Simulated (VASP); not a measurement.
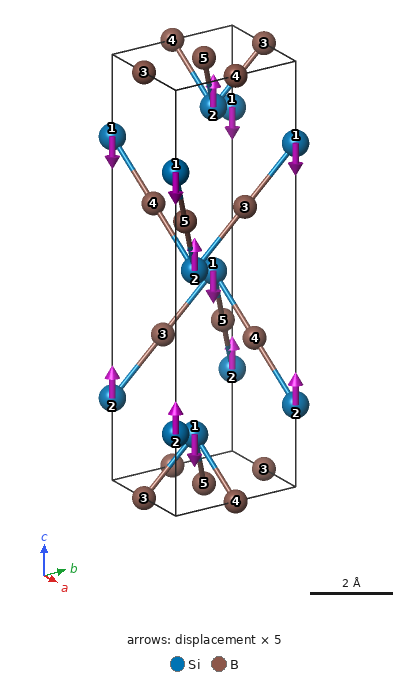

A relaxation of a crystal of Si2B3 (a generated structure, set up in R-3m). The starting structure is drawn; purple arrows show the displacements (the part carried along by the change of the cell is left out), 5 times their true length.

A ball-and-stick model of the conventional cell (3 times the calculation's cell), seen slightly off an axis. Lengths and directions refer to the drawn axes.

The run lets cell and atoms move.

All numbers below come from Kohn-Sham DFT of a periodic cell, PBE, VASP PAW PBE potentials, recommended (VASP).

The input:
```
SYSTEM = Si2B3
ALGO = Fast
EDIFF = 1E-4
EDIFFG = -0.08
ENCUT = 520
GGA = PE
IBRION = 2
ISIF = 3
ISMEAR = 0
LASPH = .True.
LCHARG = .False.
LREAL = .False.
LWAVE = .False.
NELM = 60
NSW = 24
PREC = Normal
SIGMA = 0.15
```

Run as
```bash
cat potpaw_PBE.64/Si/POTCAR potpaw_PBE.64/B/POTCAR > POTCAR
mpirun -np 1 vasp_std > vasp.out
```

Question: Atoms of which element are displaced furthest, and by how much?

Answer: Silicon: up to 0.17 Å, against 0.00 Å for boron.

Question: Describe the change and its energy.

Answer: The largest moves relative to the cell, 0.17 Å, are those of Si1 and Si2. Si1 goes along −c. B stays in place. Cell: a = b 4.571 → 3.537 Å (−22.6 %), c 10.685 → 15.538 Å (+45.4 %). Volume −12.9 %. Some distances before and after: B3–B4 2.286 → 1.769 Å, Si1–Si2 2.698 → 2.341 Å, Si1–B3 1.998 → 2.261 Å. The space group stays R-3m (No. 166). After 22 geometry steps the energy has fallen by 727 meV per atom. Largest force component: 0.37 eV/Å at the start, 0.0095 eV/Å at the end. The pressure goes from −3.22 to 0.27 GPa. At step 3 the optimiser overshot: the energy rose above the start, and later steps came back. The volume changes by over a tenth within one run on a fixed set of plane waves, so the end point should be relaxed again from the new cell.
